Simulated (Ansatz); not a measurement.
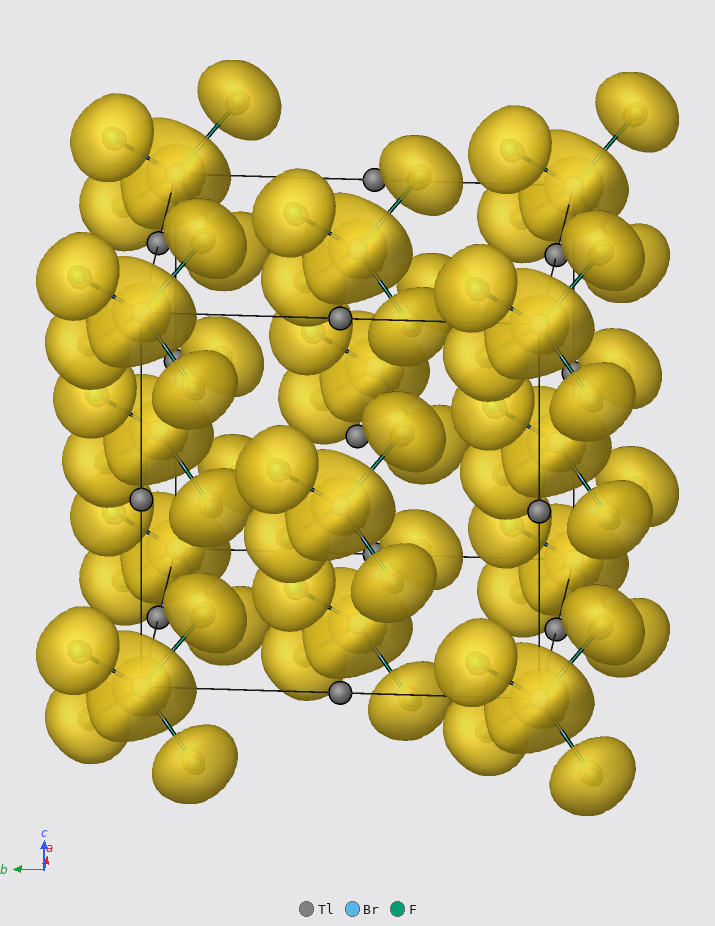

Figure. TlBrF₄. Isosurface of the ELF at 0.65 (yellow), seen at an oblique angle. Only the valence region is drawn (cores and ρ < 0.01 e/Å³ removed). Sticks mark near contacts.

Space group F-43m; built by placing these elements on a known structure type; computed pressure about 3 GPa in this cell.

These are results of DFT, PAW plane waves, r2SCAN (Ansatz 0.2.0), not measurements.

In a PAW calculation such maps are meaningful between the atoms, not at the nuclei.

```cif
data_structure
_symmetry_space_group_name_H-M 'P 1'
_symmetry_Int_Tables_number 1
_cell_length_a 8.0413
_cell_length_b 8.0413
_cell_length_c 8.0413
_cell_angle_alpha 90.000
_cell_angle_beta 90.000
_cell_angle_gamma 90.000
_cell_volume 519.98
loop_
_atom_site_label
_atom_site_type_symbol
_atom_site_fract_x
_atom_site_fract_y
_atom_site_fract_z
_atom_site_occupancy
Tl1 Tl 0.00000 0.50000 0.00000 1
Tl2 Tl 0.50000 0.50000 0.50000 1
Tl3 Tl 0.50000 0.00000 0.00000 1
Tl4 Tl 0.00000 0.00000 0.50000 1
Br1 Br 0.50000 0.50000 0.00000 1
Br2 Br 0.00000 0.50000 0.50000 1
Br3 Br 0.00000 0.00000 0.00000 1
Br4 Br 0.50000 0.00000 0.50000 1
F1 F 0.14553 0.85447 0.14553 1
F2 F 0.64553 0.85447 0.64553 1
F3 F 0.64553 0.35447 0.14553 1
F4 F 0.14553 0.35447 0.64553 1
F5 F 0.14553 0.64553 0.35447 1
F6 F 0.64553 0.64553 0.85447 1
F7 F 0.64553 0.14553 0.35447 1
F8 F 0.14553 0.14553 0.85447 1
F9 F 0.35447 0.85447 0.35447 1
F10 F 0.85447 0.85447 0.85447 1
F11 F 0.85447 0.35447 0.35447 1
F12 F 0.35447 0.35447 0.85447 1
F13 F 0.35447 0.64553 0.14553 1
F14 F 0.85447 0.64553 0.64553 1
F15 F 0.85447 0.14553 0.14553 1
F16 F 0.35447 0.14553 0.64553 1
```

Describe the localisation domains.

Answer. The ELF exceeds this value in four regions wrapped around Br (the valence shell of each) and 16 regions wrapped around F (the valence shell of each), counted in one cell of 24 atoms. Any copies at cell faces, edges or corners count once.

Values along the shortest contacts:
Br–F (2.03 Å): the ELF is about 0.40 at the midpoint. Tl–F (3.30 Å): the ELF is about 0.05 at the midpoint; no localised pair shows between them.
